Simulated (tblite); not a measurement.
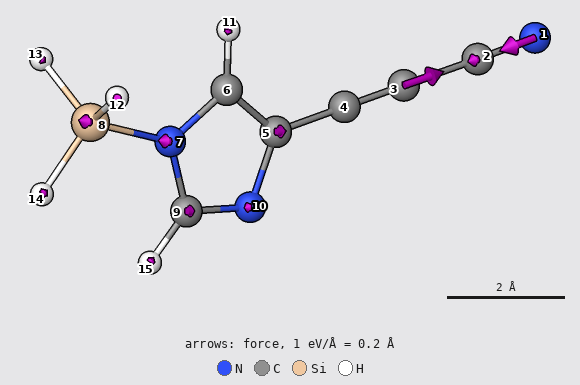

Starting geometry of C6H5N3Si with the computed forces as purple arrows. The picture is a ball-and-stick view, seen from a free direction.

The calculation used GFN2-xTB geometry optimisation, gas phase (tblite 0.8.0). 

Q: Is this structure relaxed? If not, where do the atoms go?

A: It isn't relaxed: the largest force vector, on C3, is 4.25 eV/Å. The final displacements follow the starting forces only in part (cosine between the two patterns 0.55). The energy falls by 15.4 kcal/mol in 45 geometry steps. N1 moves most after the best rigid fit: 0.20 Å. Largest moves by element: N 0.20 Å, C 0.17 Å, H 0.12 Å, Si 0.05 Å. Among the contacts that change: C2–C3 1.523 → 1.357 Å, Si8–H12 1.492 → 1.461 Å, N1–C2 1.174 → 1.151 Å, C4–C5 1.417 → 1.397 Å. Bond angles that change, for instance: N7–Si8–H14 109.9° → 104.3°, H12–Si8–H14 108.4° → 113.3°, H13–Si8–H14 108.9° → 113.3°.
